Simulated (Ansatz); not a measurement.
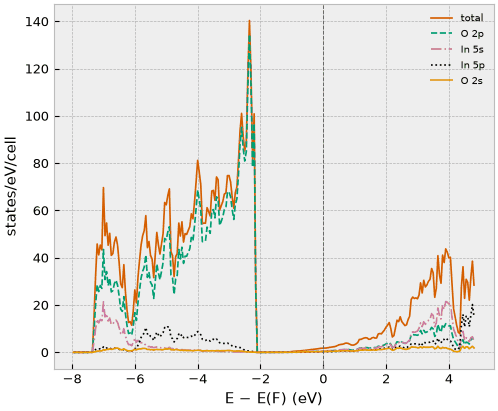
Figure: Total and projected density of states of In31O48Sn in space group R-3 (No. 148; Pearson symbol hR80), DFT-PBE in the program Ansatz with PAW potentials

Question: Which orbitals carry the states next to the Fermi level?

Answer: Within 0.5 eV of the Fermi level: In 5s 36 %, O 2p 28 %, O 2s 20 %, In 5p 13 %. Projections are on Löwdin-orthogonalised atomic valence shells; empty p or d shells of many metals are not among them.

Question: Where is the tallest occupied peak in this window, and what makes it?

Answer: Near -2.3 eV, about 140 states/eV per cell; the largest projected share is O 2p.

The start of the workflow was typed in or built on a structure type; neither database checked (COD, Materials Project) lists it. Its standing as an ambient phase is unchecked. Symmetry was held in the PBE relaxation; its stability against distortions is not shown here. With an odd number of electrons in the cell and no spin polarisation, the count alone makes it a metal. Scalar-relativistic: spin–orbit coupling is off unless named, which matters more the heavier the elements.

Potentials: the later of the program's two PAW sets.
